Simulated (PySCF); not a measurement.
**C$_{2}$H$_{3}$S (SMILES C=C[S-]) (charge −1): density, localisation and related maps**

Input

```
{"job": {"kind": "sp", "xc": "wB97X", "basis": "ma-def2-TZVP", "d3": "d3bj", "grid": 2}, "charge": -1, "multiplicity": 1}
C     -0.581571    -0.214977    -0.113059
C      0.743377     0.059139    -0.245140
S      2.114556    -0.894245     0.198806
H     -1.339964     0.503140    -0.449238
H     -0.926649    -1.155704     0.330568
H      0.978891     1.036150    -0.705392
```

Run with:

```sh
OMP_NUM_THREADS=1 python redox_run.py task.json out
```

Geometry: PBE0-D3(BJ)/ma-def2-SVP.

Computed with DFT single point, gas phase, functional wB97X (PySCF).

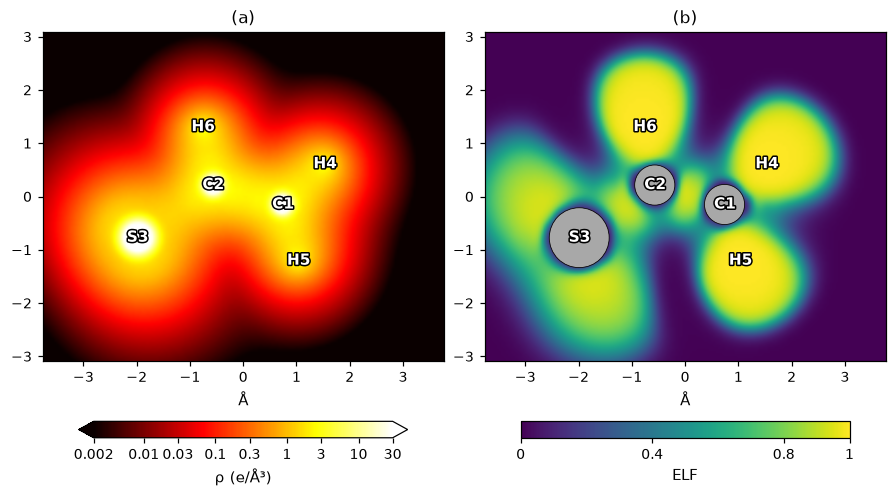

Figure 1. (a) electron density; (b) ELF on the molecular plane. Grey discs cover the atomic cores in the ELF map.

> What does the map show?

Atoms in the plane: C, S and H. C–C (1.36 Å): the density is about 2.3 e/Å³ at the midpoint; the ELF peaks at about 0.95 between the atoms; a covalent bond. C–S (1.73 Å): ρ at the midpoint is about 1.4 e/Å³; the ELF peaks at about 0.90 between the atoms; a covalent bond. C–H (1.10 Å): ρ at the midpoint is about 1.9 e/Å³; the ELF climbs to about 1 towards the hydrogen, as it does in any bond to H; a covalent bond by its length. The ELF also peaks beside S3, away from the bonds: lone-pair regions.

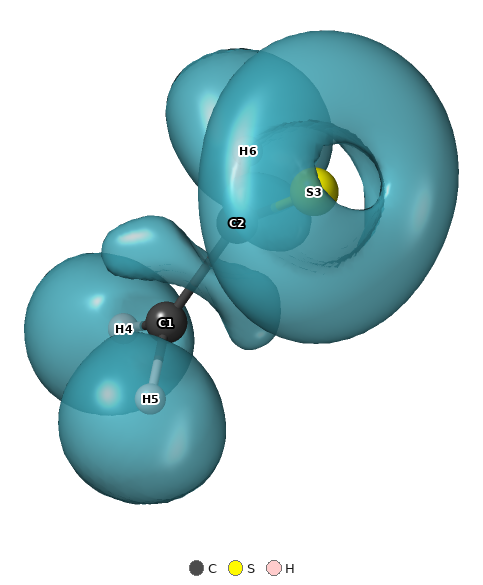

Figure 2. Isosurface of the ELF at 0.8 (cyan), seen at an oblique angle. Only the valence region is drawn (cores and ρ < 0.01 e/Å³ removed).

> What do the ELF domains correspond to?

The surface consists of one region between bonded C–C atoms (shared pairs), one region between bonded C–S atoms (shared pairs), three regions around hydrogen nuclei and one ring or bowl of non-bonding electrons around S.
